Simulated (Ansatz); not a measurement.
**Ligand exchange: AuOH + B(CH3)2(SH) → AuSH + B(CH3)2(OH)**

Gas-phase species: AuOH `[OH][Au]`, singlet; B(CH3)2(SH), singlet; AuSH `[SH][Au]`, singlet; B(CH3)2(OH), singlet. The partners trade OH for SH: Au–OH and B–SH bonds give way to Au–SH and B–OH.

Shapes, held fixed at every level: PBE0-D4/def2-TZVP. Programs: Ansatz 0.2.0. The zero-point and thermal change to 298 K, harmonic and unscaled (PBE0-D4/def2-TZVP), is +3.3 kJ/mol.

```csv
level,kind,ΔH(298 K) (kJ/mol),less CCSD(T)/def2-TZVPP
HF/def2-SVP,Hartree–Fock,-224.7,-27.7
SPW92/def2-TZVPP,LDA,-200.5,-3.5
BHLYP-D4/def2-TZVPP,global hybrid,-208.0,-11.0
PBE0-D4/def2-TZVPP,global hybrid,-197.1,-0.1
wB97M-V/def2-TZVPP,range-separated hybrid,-197.7,-0.7
MP2/def2-TZVPP,perturbation theory,-204.2,-7.2
CCSD(T)/def2-SVP,coupled cluster or CI,-200.0,-3.0
CCSD(T)/def2-TZVPP,coupled cluster or CI,-197.0,0.0
```

The highest level, CCSD(T)/def2-TZVPP, gives ΔH(298 K) = -197.0 kJ/mol; the levels span -224.7 to -197.0. The column of differences is taken from that level and isn't an error. No measured value is set beside it here. For atoms past krypton def2 sets carry core potentials with scalar relativity. Outer-core shells of Au are correlated, in sets that cover them unevenly.

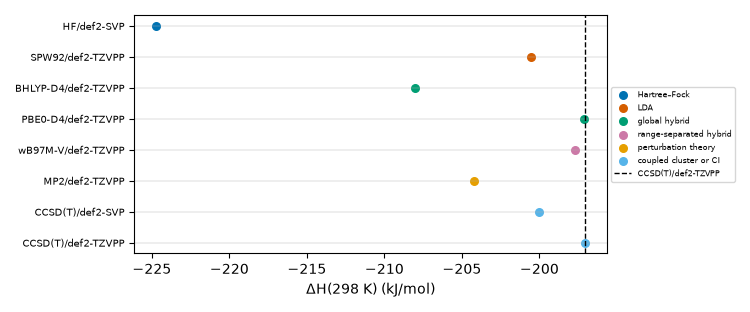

The values of the table, level by level.
